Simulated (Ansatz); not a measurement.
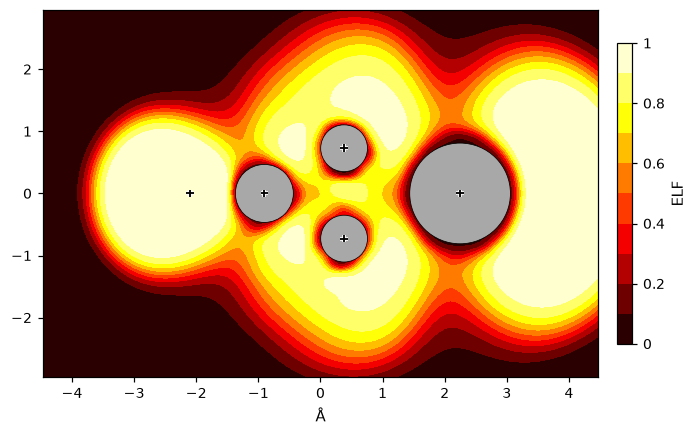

The ELF on a plane through atoms (crosses mark nuclei in the plane; grey discs cover the cores).

All numbers below come from Ansatz, isolated molecule in a Gaussian basis; Kohn-Sham density functional theory, functional PBE0.

Candidates:
A. CBZn (SMILES [B]1=[C][Zn]1) (doublet)
B. C$_{2}$HAlB (SMILES [BH-]1=[C]2[Al+][C-]12) (charge −1)
C. BHSSi$_{2}$ (SMILES B1[Si]2=[Si]1S2)

Which system is this?

Answer. Candidate B: C$_{2}$HAlB on the molecular plane, which holds C, Al, B and H. C–C (1.45 Å): the ELF peaks at about 0.85 between the atoms; a covalent bond. C–B (1.48 Å): the ELF peaks at about 0.85 between the atoms: localised, covalent bonding.
